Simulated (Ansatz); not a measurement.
```xyz
7

Cl   -1.8378   -1.1551    0.4639
Si   -0.5575   -0.0919   -0.7502
Sb    1.5683    0.6925    0.4598
H    -0.1902   -0.9703   -1.8890
H    -1.3036    1.0838   -1.2646
H     0.6284    1.2284    1.7798
H     1.7535   -0.8553    1.1546
```

Geometry: PBE0-D4/def2-TZVP; core potentials replace the inner electrons of Sb.

The calculation used RKS PBE0-D4/def2-TZVPP (Ansatz 0.2.0).

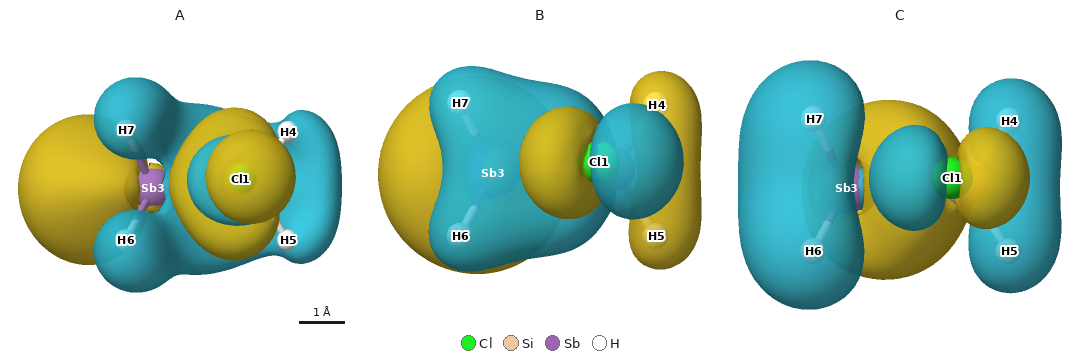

ClH4SbSi (SMILES Cl[SiH2][SbH2]). Three frontier orbitals at ±0.06 Å⁻³ᐟ² (yellow and cyan are the two phases), in no order.

Which picture is the HOMO−1, the HOMO and the LUMO?

Answer. C is the HOMO−1 (−8.59 eV). It lies mainly on Sb3 (about 50 %), Si2 (about 15 %), H7 (about 10 %), H6 (about 10 %) and Cl1 (about 10 %). B is the HOMO (−7.35 eV). Its weight (Hirshfeld) is mainly on Sb3 (about 60 %), Si2 (about 15 %) and Cl1 (about 15 %). A is the LUMO (−0.86 eV). Its weight (Hirshfeld) is mainly on Sb3 (about 45 %), Si2 (about 25 %) and Cl1 (about 10 %).

What is the HOMO–LUMO gap?

Answer. 6.49 eV between the orbital energies.
